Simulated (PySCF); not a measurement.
| atom | x (Å) | y (Å) | z (Å) |
| --- | --- | --- | --- |
| C | 2.2665 | 0.7657 | 0.1333 |
| C | 1.9006 | -0.6752 | 0.4326 |
| S | 1.0004 | -1.4953 | -0.9296 |
| C | -0.4805 | -0.4742 | -1.0942 |
| C | -1.4435 | -0.5913 | 0.0822 |
| C | -2.4127 | 0.6080 | -0.0141 |
| O | -1.8142 | 1.7836 | -0.0182 |
| H | 2.9439 | 1.1330 | 0.9016 |
| H | 1.3864 | 1.4044 | 0.1274 |
| H | 2.7648 | 0.8396 | -0.8308 |
| H | 2.7913 | -1.2903 | 0.5583 |
| H | 1.2907 | -0.7521 | 1.3327 |
| H | -0.9517 | -0.8013 | -2.0206 |
| H | -0.1845 | 0.5729 | -1.1924 |
| H | -1.9836 | -1.5382 | 0.0664 |
| H | -0.8917 | -0.5120 | 1.0201 |
| H | -3.0980 | 0.5454 | 0.8628 |
| H | -3.0930 | 0.4836 | -0.8891 |

Geometry: GFN2-xTB.

The calculation used UKS B3LYP, pcH-1 on C H O S, non-relativistic, mean-field spin-orbit, GIAO (PySCF 2.14.0, density-fitted response routines).

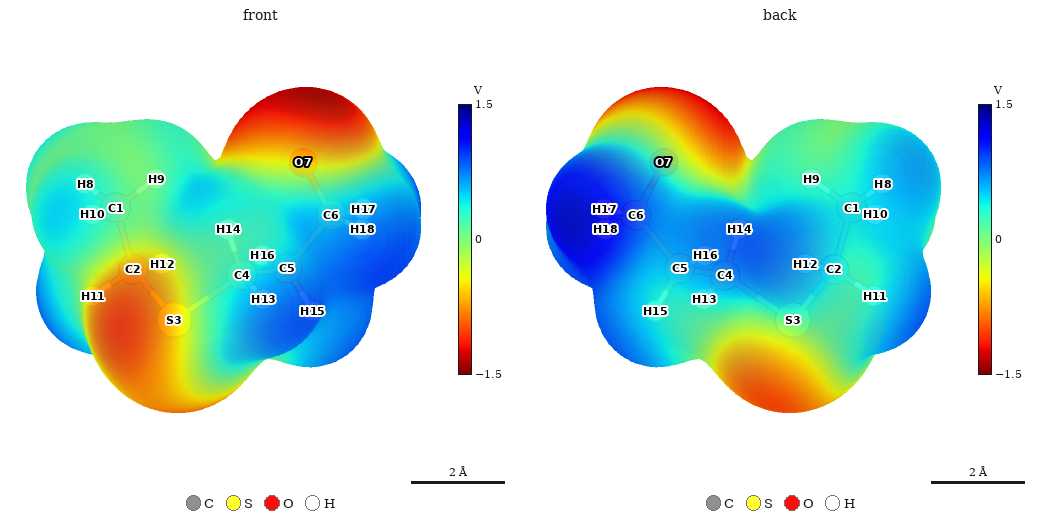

C5H11OS (SMILES CCSCCC[O]) (doublet). The electrostatic potential painted on the density surface at 0.002 e/bohr³, seen from the front and from behind; the colour scale runs from red (negative) to blue (positive).

### Which sites attract a positive test charge, and which a negative one?

A positive charge is drawn to the negative regions and a negative charge to the positive ones. The most negative region (about −1.4 V) lies over O7, the most positive (about +1.3 V) over H17. O7 is the likeliest acceptor of a hydrogen bond.
